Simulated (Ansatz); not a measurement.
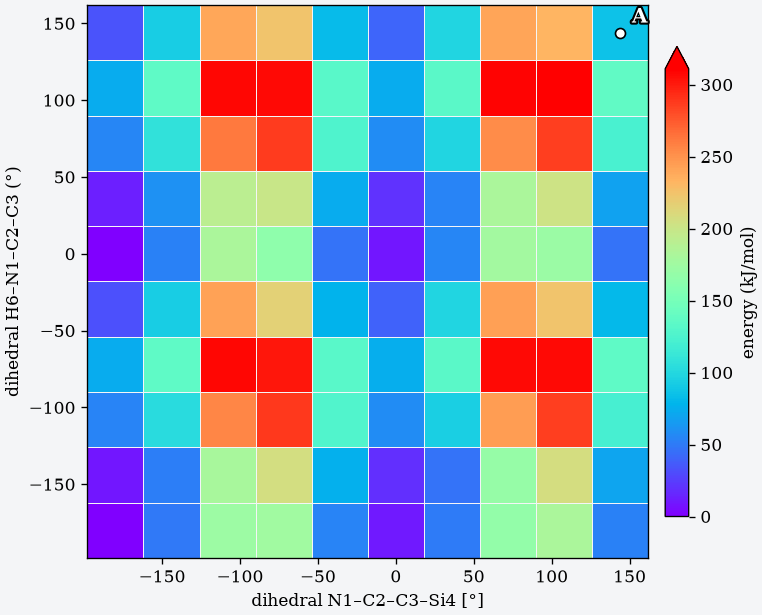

C2H6ClNSi, SMILES NC=C[SiH2]Cl. First axis: dihedral N1–C2–C3–Si4. Second axis: dihedral H6–N1–C2–C3. Nothing is relaxed (all other coordinates rigid). Grid: 10 × 10 points. Energies: kJ/mol, counted from the lowest grid point. Energies and slopes of some neighbouring points disagree (a jump in structure or state, or too coarse a mesh). The dihedral twists a double bond; near 90° a spin-restricted reference is unreliable. Computed with RKS B3LYP-D4/def2-SVP (Ansatz 0.2.0).

The picture shows one coloured cell a grid point, one colour for all values above the top of the scale, the point A.

**Is A at rest? If not, where is it pushed?**

A, at dihedral N1–C2–C3–Si4 = 144°, dihedral H6–N1–C2–C3 = 144°, is not a stationary point. The computed force is 2.9 kJ/mol for each degree towards larger values of dihedral N1–C2–C3–Si4 and 1.4 kJ/mol for each degree towards larger values of dihedral H6–N1–C2–C3.
